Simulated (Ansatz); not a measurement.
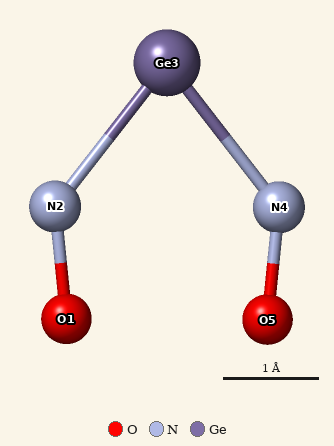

Figure 1. The input geometry of run A (ball-and-stick view, seen at a tilt; atoms are numbered from 1 in the order of the input). Sticks mark near contacts.

## What a change does: geometry relaxation on GeN2O2

System: GeN2O2, SMILES O=[N][Ge][N]=O.
Method of run A: RHF/def2-SVP (Ansatz 0.2.0).

Text and figures count atoms from 1; the logs count them from 0 in places.

### Input, run A
```yaml
crystal:
  periodic: [false, false, false]
  atoms:
    - { symbol: O, position_ang: [1.06057441, 1.35615361, -1.04034324] }
    - { symbol: "N", position_ang: [1.18072847, 0.33705651, -0.44079327] }
    - { symbol: Ge, position_ang: [0.00048642, -0.85283434, 0.52165565] }
    - { symbol: "N", position_ang: [-1.18117027, 0.54500302, -0.09872019] }
    - { symbol: O, position_ang: [-1.06210903, 1.5430112, -0.73295895] }
basis:
  gaussian: { orbitals: def2-SVP }
hamiltonian:
  xc: hf
relax:
  f_tol: 0.002
  max_steps: 150
```

Launched with:
```bash
ansatz run input.yaml --threads 2 --pin off --max-ram 5120MiB --backend cpu --events-out ev --progress --plain --runs-dir out
```

Hardware: 2 threads of Oxide Virtual Turin-like (Zen 5), 32 GiB of memory available, shared host.

### Output, shortened to warnings, some set-up lines, iterations and results (run A)
```
WARN: the results are in doubt because the forces break the atoms' symmetry
[...]
mean field evaluation 1: about -63488.0274 eV, gradient 2.8e1 eV
mean field evaluation 2: about -63488.1967 eV, gradient 2.9e1 eV
mean field evaluation 4: about -63490.2000 eV, gradient 4.7e0 eV
mean field evaluation 8: about -63490.2898 eV, gradient 3.1e-1 eV
mean field evaluation 16: about -63490.2918 eV, gradient 2.0e-2 eV
[... 68 lines ...]
relax step  50: F+E_penalty+E_count = -63491.85159189 eV  Δ(F+E_penalty+E_count) = +4.306e-7 eV  max|allowed force component| = 3.740e-3 eV/Å  Δτ_max = 0.0007 Å  (61 SCF …
mean field evaluation 640: about -63491.8516 eV, gradient 5.8e-2 eV
relax step  51: F+E_penalty+E_count = -63491.85159266 eV  Δ(F+E_penalty+E_count) = -3.395e-7 eV  max|allowed force component| = 3.844e-4 eV/Å  Δτ_max = 0.0003 Å  (55 SCF …
mean field evaluation 672: about -63484.4745 eV, gradient 8.7e0 eV
mean field evaluation 704: about -63491.6280 eV, gradient 1.8e0 eV
mean field -63491.85159266 eV, -2333.2825097076 hartree, gradient 2.5e-5 eV, S^2 0.000000; 2 other end points of the search recorded, 0 dependent functions left out
the calculation of the forces begins
reference -63491.85159266 eV, -2333.2825097076 hartree; 31, 31 occupied and 57, 57 virtual orbitals, 930 factors
Total energy: -63491.85159266 eV, -2333.2825097076 hartree
Atom 0 at     2.021241     1.180376    -0.638727 Å, force    -0.000382    -0.000382    -0.000089 eV/Å
Atom 1 at     1.223942     0.369337    -0.892491 Å, force     0.000384     0.000355     0.000092 eV/Å
Atom 2 at     0.017014    -0.597700     0.256680 Å, force     0.000087    -0.000046     0.000011 eV/Å
Atom 3 at    -1.229913     0.872381     0.147597 Å, force    -0.000225     0.000101    -0.000204 eV/Å
Atom 4 at    -2.033774     1.103997    -0.664218 Å, force     0.000136    -0.000028     0.000190 eV/Å
Dipole moment:     0.012292    -0.543266     0.285535 e Å
```

Run B used a changed input.

### The two runs side by side

| quantity | run A | run B |
| --- | --- | --- |
| outcome | converged | converged |
| total energy (hartree) | −2333.282510 | −2331.321915 |
| largest force (eV/Å) | 0.001 | 0.000 |
| basis functions | 88 | 88 |
| wall time (shared host) | 74 s | 6.3 s |

What was changed in the input?

The change (lines with − go, lines with + come):
```diff
-  xc: hf
+  xc: lda
```

The total energies belong to different methods, so their difference says nothing on which is more stable or more accurate. The functional changes from hf to LDA. On the same kind of shared host run B took about 0.086 times as long.

### Output, shortened to warnings, some set-up lines, iterations and results (run B)
```
[...]
mean field evaluation 1: about -63435.0397 eV, gradient 4.1e1 eV
mean field evaluation 2: about -63415.5421 eV, gradient 9.3e1 eV
mean field evaluation 4: about -63437.9967 eV, gradient 1.7e1 eV
mean field evaluation 8: about -63438.5160 eV, gradient 1.1e0 eV
mean field evaluation 16: about -63438.4537 eV, gradient 5.0e-4 eV
relax step   1: F+E_penalty+E_count = -63438.45366721 eV  Δ(F+E_penalty+E_count) = +0.000e0 eV  max|allowed force component| = 8.487e-1 eV/Å  Δτ_max = 0.0000 Å  (31 SCF …
relax step   2: F+E_penalty+E_count = -63438.49549898 eV  Δ(F+E_penalty+E_count) = -4.183e-2 eV  max|allowed force component| = 3.678e-1 eV/Å  Δτ_max = 0.0322 Å  (32 SCF …
mean field evaluation 32: about -63438.5010 eV, gradient 1.6e-5 eV
relax step   3: F+E_penalty+E_count = -63438.50099691 eV  Δ(F+E_penalty+E_count) = -5.498e-3 eV  max|allowed force component| = 5.465e-2 eV/Å  Δτ_max = 0.0142 Å  (32 SCF …
relax step   4: F+E_penalty+E_count = -63438.50103727 eV  Δ(F+E_penalty+E_count) = -4.036e-5 eV  max|allowed force component| = 1.310e-2 eV/Å  Δτ_max = 0.0018 Å  (33 SCF …
relax step   5: F+E_penalty+E_count = -63438.50105459 eV  Δ(F+E_penalty+E_count) = -1.732e-5 eV  max|allowed force component| = 1.621e-2 eV/Å  Δτ_max = 0.0016 Å  (32 SCF …
relax step   6: F+E_penalty+E_count = -63438.50106564 eV  Δ(F+E_penalty+E_count) = -1.105e-5 eV  max|allowed force component| = 2.233e-4 eV/Å  Δτ_max = 0.0006 Å  (23 SCF …
mean field evaluation 64: about -63438.5010 eV, gradient 1.2e-1 eV
mean field -63438.50106564 eV, -2331.3219140019 hartree, gradient 8.0e-5 eV, S^2 0.000000; 1 other end points of the search recorded, 0 dependent functions left out
the calculation of the forces begins
reference -63438.50108660 eV, -2331.3219147720 hartree; 31, 31 occupied and 57, 57 virtual orbitals, 981 factors
Total energy: -63438.50108660 eV, -2331.3219147720 hartree
Atom 0 at     1.019933     1.350682    -1.028946 Å, force    -0.000003     0.000223    -0.000062 eV/Å
Atom 1 at     1.148667     0.339713    -0.436030 Å, force     0.000008    -0.000124     0.000003 eV/Å
Atom 2 at     0.000476    -0.834411     0.510386 Å, force     0.000000    -0.000198     0.000121 eV/Å
Atom 3 at    -1.149103     0.541999    -0.103270 Å, force    -0.000008    -0.000059     0.000109 eV/Å
Atom 4 at    -1.021462     1.530407    -0.733301 Å, force     0.000003     0.000157    -0.000171 eV/Å
Dipole moment:     0.000106    -0.194230     0.118804 e Å
```
